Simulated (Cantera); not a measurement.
Feed: 1 mol Ca(OH)2, 0.95 mol CO2, equilibrated at 39.0 Pa.

Equilibrium computed with Cantera from the NASA thermochemical tables; the gas is ideal and each condensed phase is pure. Candidate condensed phases: C, C6H6, C7H8, C8H18, Ca, CaCO3, CaO, Ca(OH)2, H2O; 115 gas species. Rates play no part.

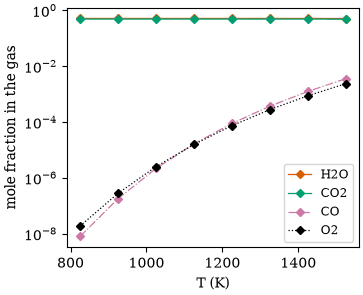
Equilibrium gas composition (values under 1e-9 drawn at 1e-9)

**Question.** Read off the mole fractions at 1025 K.

**Answer.** H2O about 0.51, CO2 about 0.49, O2 about 2.5e-6, CO about 2.2e-6.
